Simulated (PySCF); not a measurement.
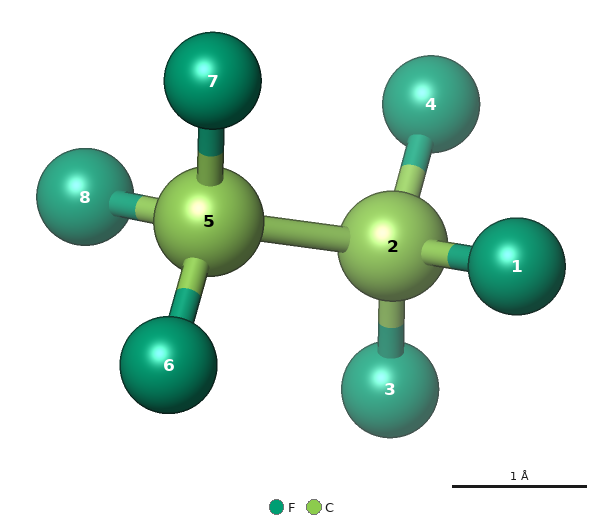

Orthographic view. Depth is shown by fading: the farther an atom, the more it takes the colour of the background. The computed structure is the end point of a PBE0-D3(BJ)/def2-SVP optimisation. No frequency run is at hand to confirm it as a minimum.

Write a MOL file (V2000) with the atoms in numerical order, bonds sorted by atom number with the orders drawn, and coordinates in the frame of the picture: x right, y up, z towards the viewer, origin at the mean position.

```
C2F6
                    3D

  8  7  0  0  0  0  0  0  0  0999 V2000
    1.6200   -0.2400    0.6000 F   0  0  0  0  0  0  0  0  0  0  0  0
    0.6900   -0.0900   -0.3300 C   0  0  0  0  0  0  0  0  0  0  0  0
    0.6700   -1.1700   -1.1100 F   0  0  0  0  0  0  0  0  0  0  0  0
    0.9800    0.9700   -1.0700 F   0  0  0  0  0  0  0  0  0  0  0  0
   -0.6900    0.0900    0.3300 C   0  0  0  0  0  0  0  0  0  0  0  0
   -0.9900   -0.9800    1.0400 F   0  0  0  0  0  0  0  0  0  0  0  0
   -0.6600    1.1500    1.1300 F   0  0  0  0  0  0  0  0  0  0  0  0
   -1.6200    0.2800   -0.5900 F   0  0  0  0  0  0  0  0  0  0  0  0
  1  2  1  0
  2  3  1  0
  2  4  1  0
  2  5  1  0
  5  6  1  0
  5  7  1  0
  5  8  1  0
M  END
```
